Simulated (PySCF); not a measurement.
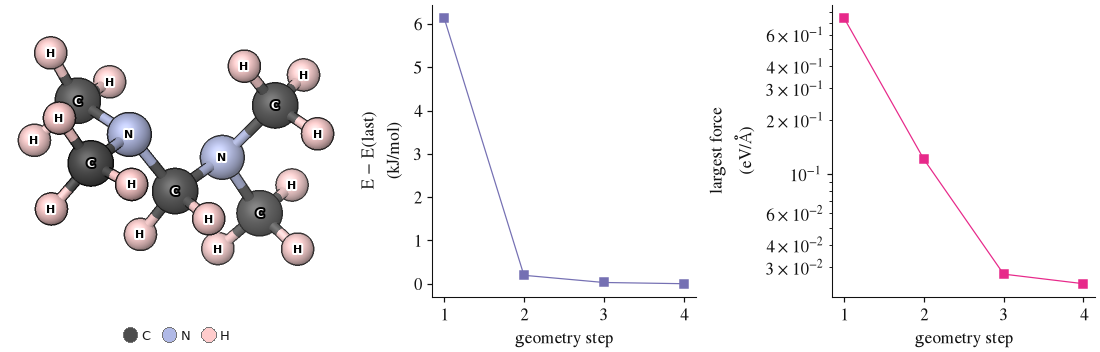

Beside the plot: the molecule at the start.

History of a geometry optimisation.

System: N,N,N',N'-tetramethylmethanediamine (SMILES CN(C)CN(C)C).
Method: PBE0-D3(BJ)/def2-SVP, geometry optimisation (PySCF 2.14.0, density fitting).

**How did the optimisation end?**

The optimisation met its thresholds at geometry 4, counting the start as the first. The energy fell by about 6.1 kJ/mol from the first step to the last. The largest force goes from about 0.74 eV/Å at the start to 0.024 eV/Å at the end.
